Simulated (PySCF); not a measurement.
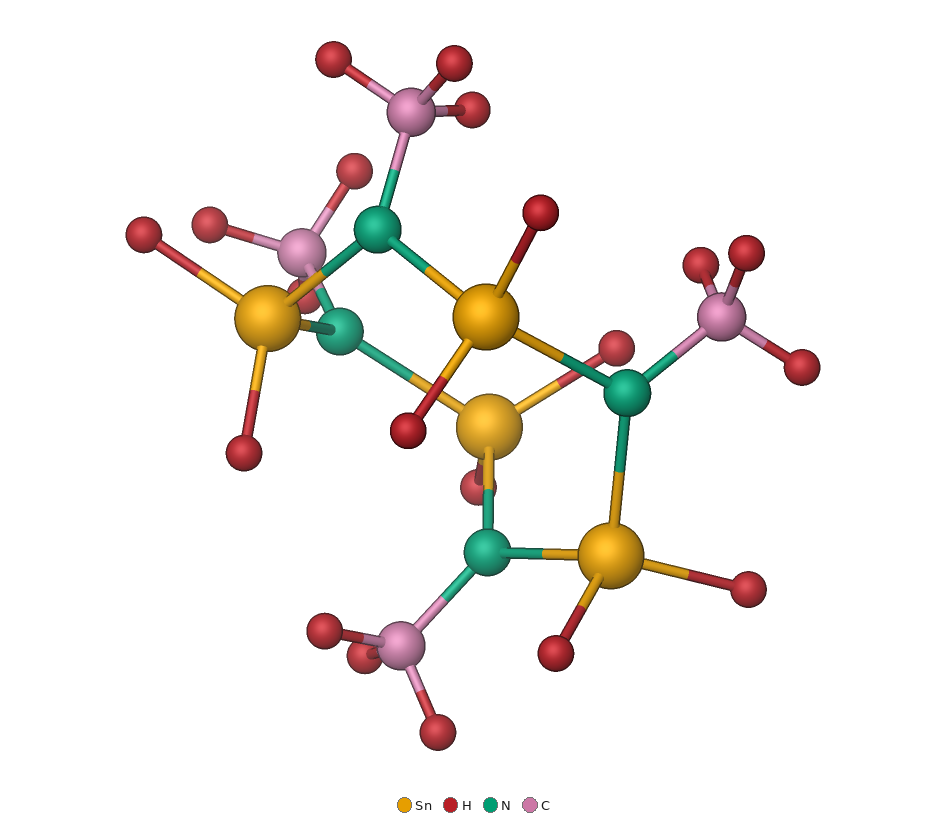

Computed geometry: PBE0-D3(BJ)/def2-SVP optimisation. No frequency run is at hand to confirm it as a minimum.

Give the structural formula.

SMILES: C[N]1[SnH2][N](C)[SnH2][N](C)[SnH2][N](C)[SnH2]1

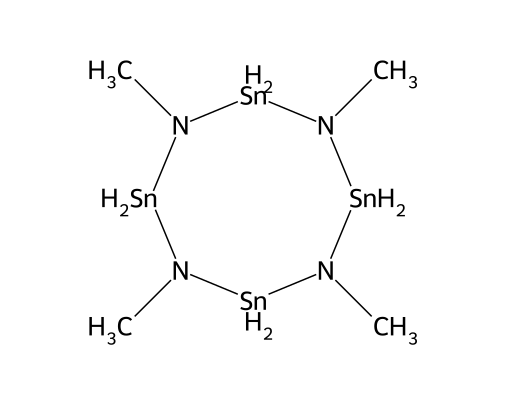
